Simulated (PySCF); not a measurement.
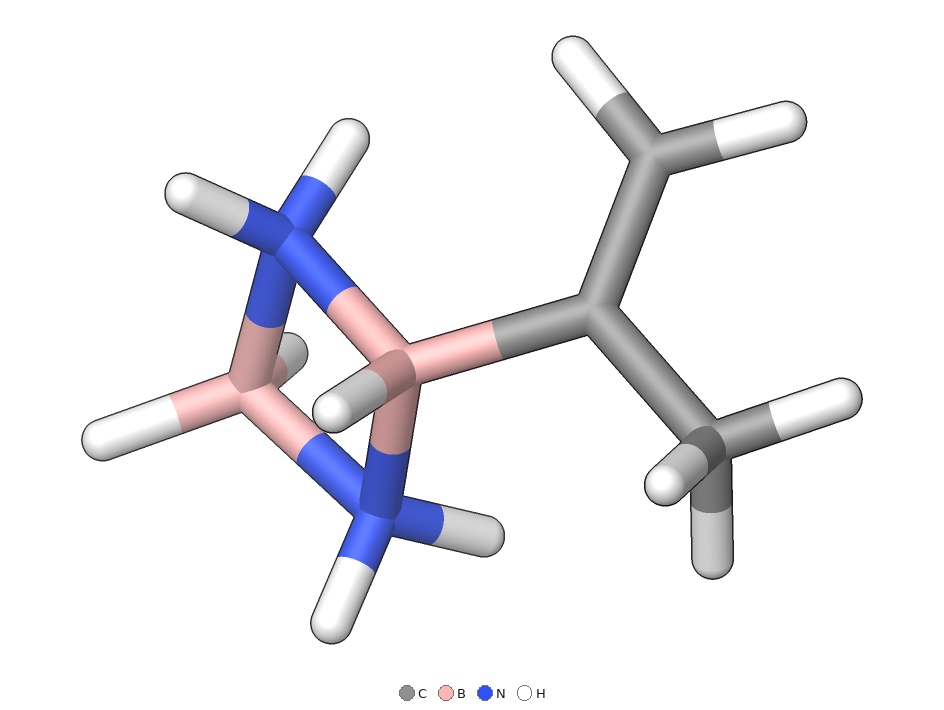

Stick drawing of a structure.

Give the formula.

Answer. C₃H₁₂B₂N₂, 19 atoms: 3 carbon, 12 hydrogen, 2 boron and 2 nitrogen.

Does it have rings?

Answer. Independent rings (smallest set): 1 of 4 members.

Which point group does it belong to?

Answer. C1.

Count the bonded pairs by element.

Answer. 5 C–H, 4 B–N, 4 N–H, 3 B–H, 2 C–C, 1 C–B.

Give a SMILES string for it.

Answer. C=C(C)[BH-]1[NH2+][BH2-][NH2+]1

More results for the same structure follow; atom numbers are the same in all pictures, views and colours differ. The geometry was computed by an optimisation with PBE0-D3(BJ)/def2-SVP. No frequency run is at hand to confirm it as a minimum.

## Excitation

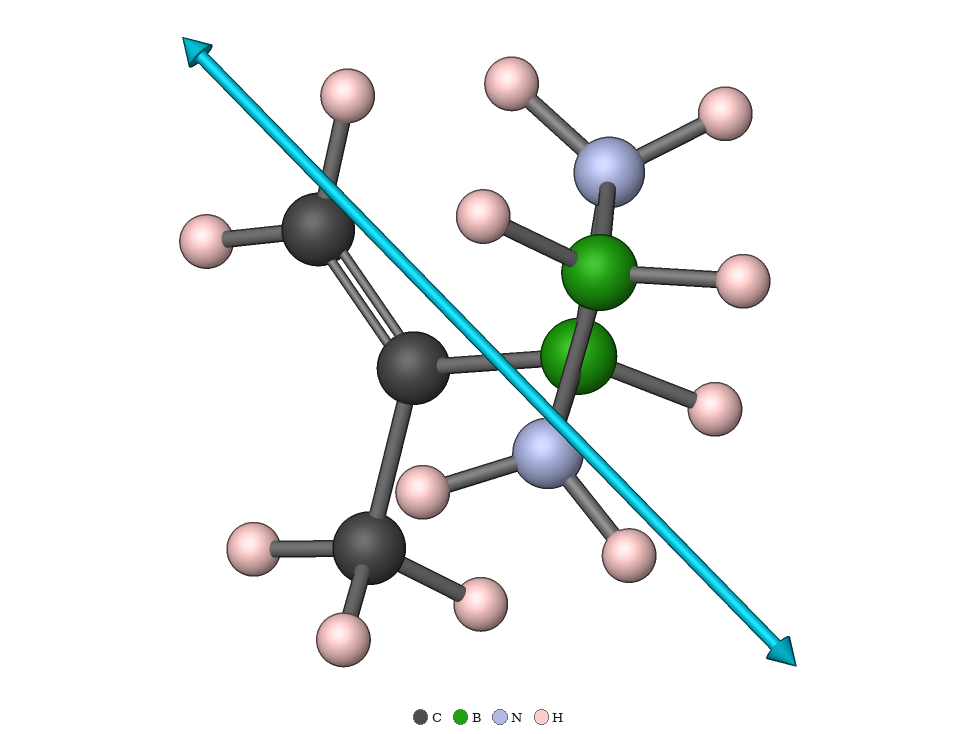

The double arrow shows the direction of the transition dipole to excited singlet state 2 (its length means nothing). No frequency run is at hand to confirm it as a minimum. Properties computed with TDDFT CAM-B3LYP/def2-SVPD, vertical, gas phase, core orbitals frozen in the response (PySCF 2.14.0).

Give its energy, strength and character.

Answer. 6.88 eV (180 nm), oscillator strength 0.24, mainly HOMO → LUMO+1 (weight 0.75); transition dipole 3.00 D.

## Ring current

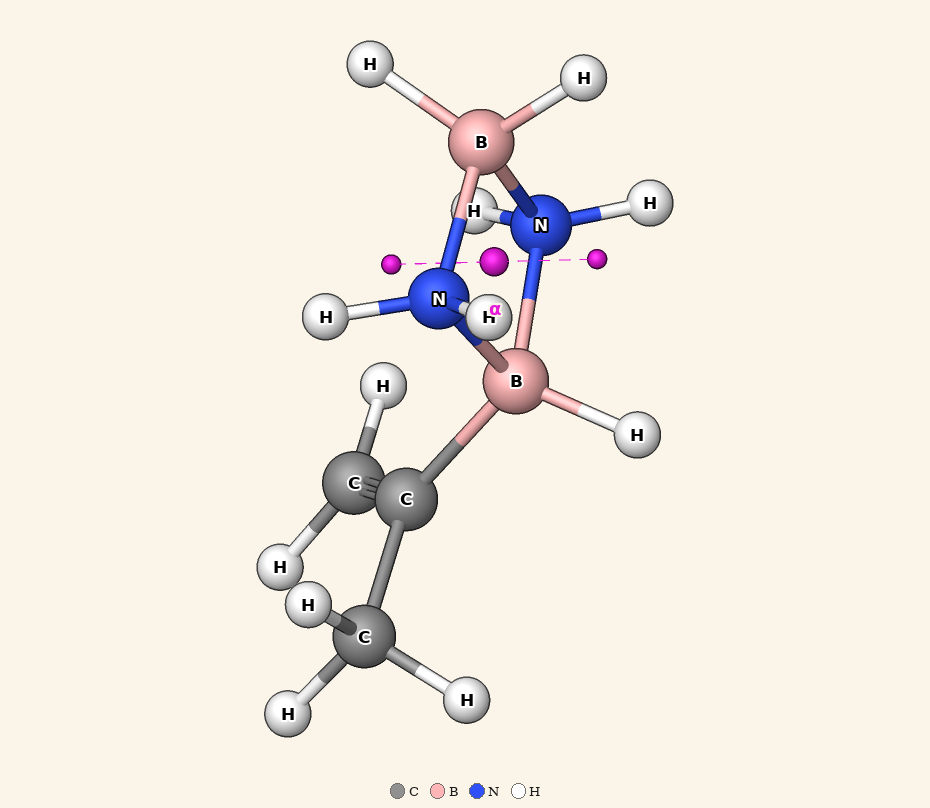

The small points mark where nucleus-independent chemical shifts (NICS) were computed: at the centre of each lettered ring and 1 Å above and below it. No frequency run is at hand to confirm it as a minimum. Method: GIAO PBE0/pcSseg-1 NMR shielding, non-relativistic, IEF-PCM chloroform (PySCF 2.14.0).

Give NICS(0), NICS(1) and the out-of-plane component NICS(1)zz for each ring (means of the two sides).

```json
{"ring": "α", "members": "B2N2", "NICS(0)": "−5.0", "NICS(1)": "−0.6", "NICS(1)zz": "2.0"}
```

Values in ppm.

## NMR shielding

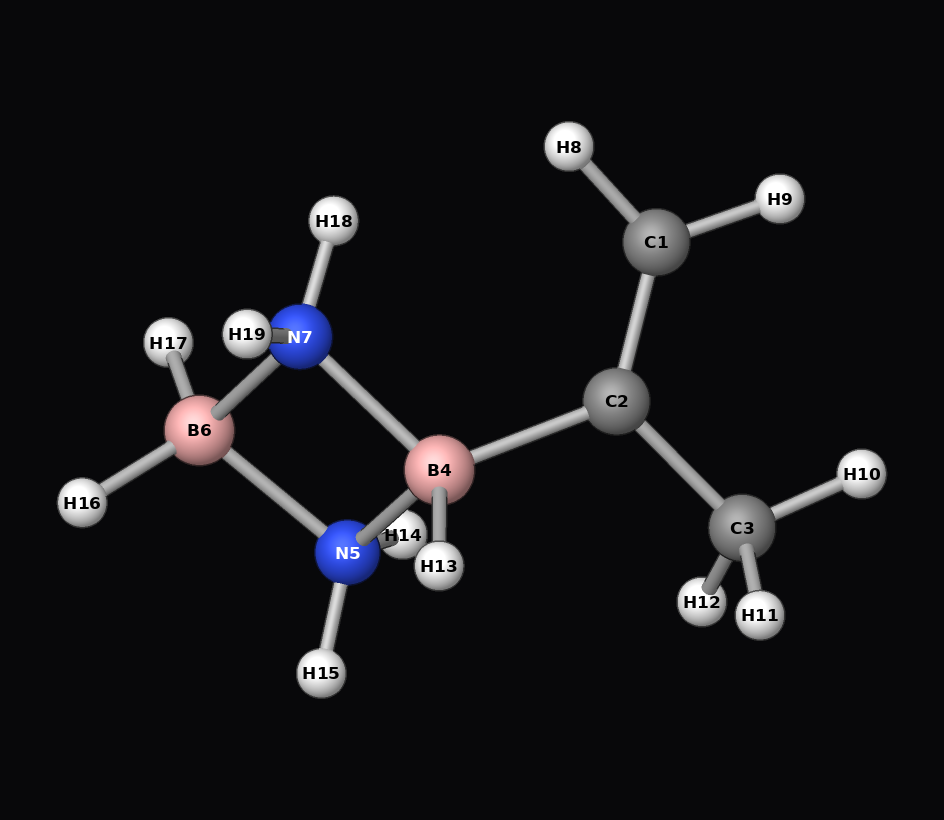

The questions are on isotropic NMR shieldings of the C atoms. No frequency run is at hand to confirm it as a minimum. Properties computed with GIAO PBE0/pcSseg-1 NMR shielding, non-relativistic, IEF-PCM chloroform (PySCF 2.14.0).

List the isotropic NMR shieldings of the C atoms.

```csv
atom,σ (ppm)
C1,67.0
C2,18.2
C3,160.1
```

## Spin–spin coupling

No frequency run is at hand to confirm it as a minimum. Method: B3LYP/pcJ-1 indirect spin-spin coupling, non-relativistic, gas phase (PySCF 2.14.0). Isotopes: 11B, 13C, 1H, 15N.

Give the spin–spin coupling constants of these pairs, with the number of bonds between them: N5/H15, B6/N7, B4/H19, B4/H14, N7/H17, C1/N7, C1/N5, B4/H8, N5/H19, N7/H14.

| pair | bonds apart | J (Hz) |
| --- | --- | --- |
| N5, H15 | 1 | −76.7 |
| B6, N7 | 1 | −7.6 |
| B4, H19 | 2 | −2.6 |
| B4, H14 | 2 | −2.5 |
| N7, H17 | 2 | −1.1 |
| C1, N7 | 3 | −1.3 |
| C1, N5 | 3 | −1.0 |
| B4, H8 | 3 | 5.2 |
| N5, H19 | 3 | −3.5 |
| N7, H14 | 3 | −0.8 |
